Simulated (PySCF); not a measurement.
C₂H₃F₃, SMILES FCC(F)F, geometry in Å:

```xyz
8

F      0.6985    -1.6123     0.2855
C      0.6562    -0.2423     0.3381
C     -0.6321     0.2398    -0.2820
F     -0.7165     1.5811    -0.0985
F     -0.6320     0.0015    -1.6124
H      1.5037     0.1691    -0.2167
H      0.6992     0.0787     1.3820
H     -1.5187    -0.2345     0.1500
```

Vertical TDDFT excitations, PBE0/aug-cc-pVTZ, PySCF 2.14.0, at a PBE0-D3(BJ)/def2-TZVP geometry (no frequency check), gas phase.

**Predict the low-lying singlet excitations and the spectrum.**

The lowest singlet lies at 8.74 eV (142 nm, f = 0.008); the brightest of the first 10 is S3 at 9.17 eV (135 nm), f = 0.074, mainly HOMO → LUMO+1 (56 %). No singlet lies below 3.1 eV (beyond 400 nm), so at this level no vertical transition falls in the visible.


| state | E (eV) | λ (nm) | f | main character |
| --- | --- | --- | --- | --- |
| S1 | 8.74 | 142 | 0.008 | HOMO → LUMO (94 %) |
| S2 | 8.81 | 141 | 0.008 | HOMO → LUMO+2 (51 %) |
| S3 | 9.17 | 135 | 0.074 | HOMO → LUMO+1 (56 %) |
| S4 | 9.28 | 134 | 0.012 | HOMO−1 → LUMO (61 %) |
| S5 | 9.52 | 130 | 0.012 | HOMO → LUMO+3 (94 %) |
| S6 | 9.55 | 130 | 0.011 | HOMO−1 → LUMO+2 (44 %) |
| S7 | 9.87 | 126 | 0.024 | HOMO−1 → LUMO+1 (68 %) |
| S8 | 10.06 | 123 | 0.005 | HOMO → LUMO+4 (87 %) |
| S9 | 10.28 | 121 | 0.011 | HOMO−1 → LUMO+3 (96 %) |
| S10 | 10.46 | 119 | 0.005 | HOMO−2 → LUMO (45 %) |

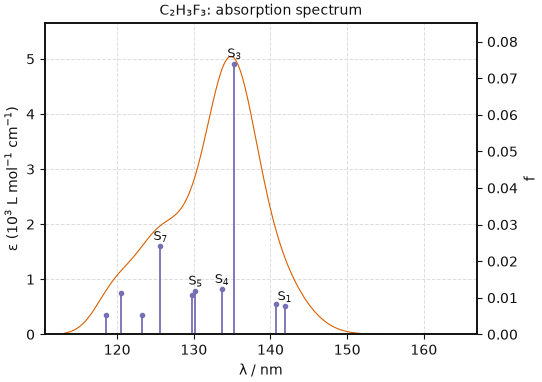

Only the first 10 singlet excitations are included; each is broadened by a Gaussian of 1/e half-width 0.30 eV. Sticks give oscillator strengths (right axis).

Caveats: states above the negative HOMO energy depend on the basis; one conformer of a flexible molecule; core orbitals are frozen in the response.
